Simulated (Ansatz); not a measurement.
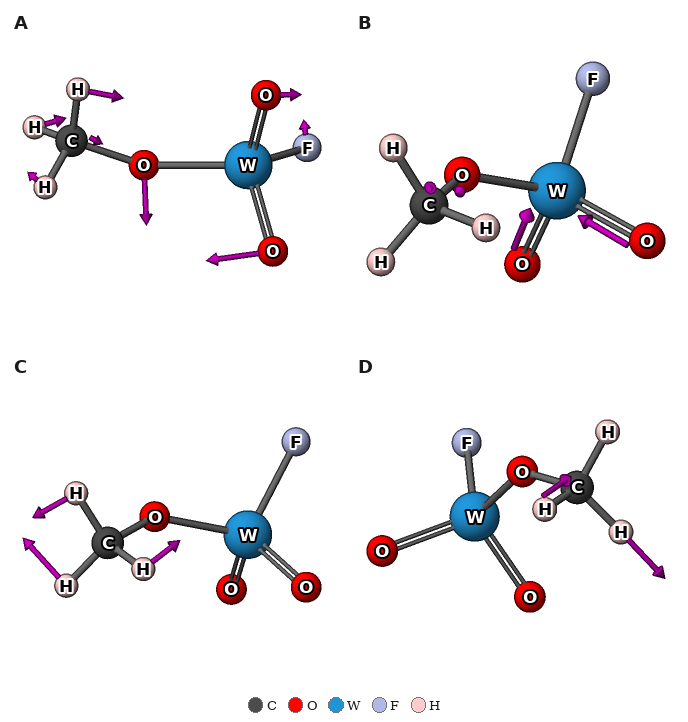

4 normal modes of one molecule or complex, as arrows. Charge 0, singlet. Harmonic vibrations computed with RKS PBE0-D4/def2-TZVP, core potentials on W (Ansatz 0.2.0) at a stationary point of the same level.

**Match the panels to the wavenumbers 271 cm⁻¹, 1053 cm⁻¹, 1490 cm⁻¹, 3132 cm⁻¹.**

A: 271 cm⁻¹, O–W–O bending
B: 1053 cm⁻¹, in-phase stretching of 2 W–O bonds
C: 1490 cm⁻¹, H–C–H bending
D: 3132 cm⁻¹, out-of-phase stretching of 2 C–H bonds
